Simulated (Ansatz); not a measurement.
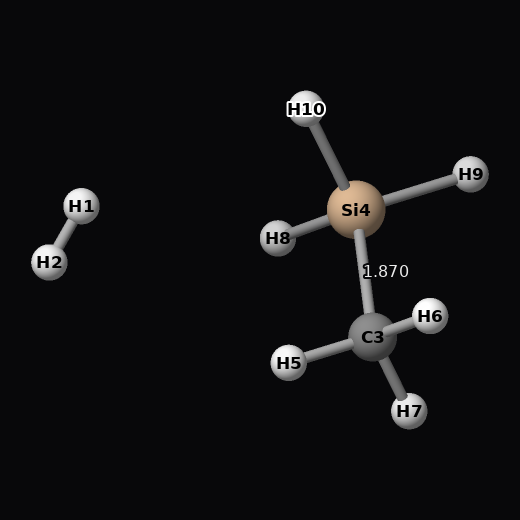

Bond lengths are marked in Å; every bond is drawn as one stick. The geometry was computed by an optimisation with PBE0-D4/def2-TZVP. No frequency run is at hand to confirm it as a minimum.

Q: Assign a bond order to each marked bond.

A: C3–Si4 single.

Q: Give the structure as SMILES.

A: C[SiH3].[H][H]
